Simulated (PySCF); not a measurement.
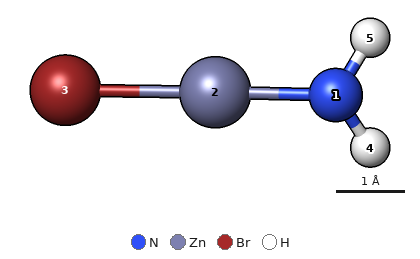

The structure as given in the input (ball-and-stick view, seen on its broad side; atoms are numbered from 1 in the order of the input). Sticks mark near contacts. Bond lengths as drawn: Br–Zn 2.23 Å, H–N 1.01 Å and N–Zn 1.82 Å.

## Single-point calculation of ZnNH2Br

ZnNH2Br, SMILES [NH2][Zn][Br], set up with RPA (SVWN5)/6-31G**, RKS (PySCF 2.14.0).

The geometry comes from this level: PBE0-D4/def2-TZVP.

**The input (calc.py)**
```python
from pyscf import gto, dft
from pyscf.gw.rpa import RPA

mol = gto.Mole()
mol.atom = 'geometry.xyz'
mol.verbose = 3
mol.max_memory = 1860
mol.basis = '6-31g**'
mol.spin = 0
mol.build()

mf = dft.RKS(mol, xc='svwn')
mf.grids.level = 4
mf.conv_tol = 1e-10
mf.kernel()
if not mf.converged:
    mf = mf.newton().run(mf.mo_coeff, mf.mo_occ)

rpa = RPA(mf, frozen=15)
rpa.kernel()
e_exx = mf.to_hf().energy_tot(mf.make_rdm1())
e_final = e_exx + rpa.e_corr
print('E = %.10f Eh' % e_final)
```

**File geometry.xyz**
```
5
BrH2NZn
N     -0.462700     0.756700    -0.440200
Zn     0.584500    -0.546700     0.267700
Br     2.013800    -2.059600     1.070700
H     -1.104000     0.461700    -1.164200
H     -0.981800     1.314200     0.224600
```

Machine: 1 thread of Arm Neoverse V1, 24 GiB of memory available, shared host.

Command:
```bash
OMP_NUM_THREADS=1 python calc.py
```

**What the program printed**
```
converged SCF energy = -4402.03536686229
KeyError: '631gststrifit'
```

**Outcome**

| quantity | value |
| --- | --- |
| outcome | refused by the program |
| SCF energy | −4402.035367 hartree |
| basis functions | 90 |
| HOMO of the SCF reference | −5.85 eV |
| LUMO of the SCF reference | −1.84 eV |

**Diagnosis**

The field converged, but a later step was refused: “KeyError”
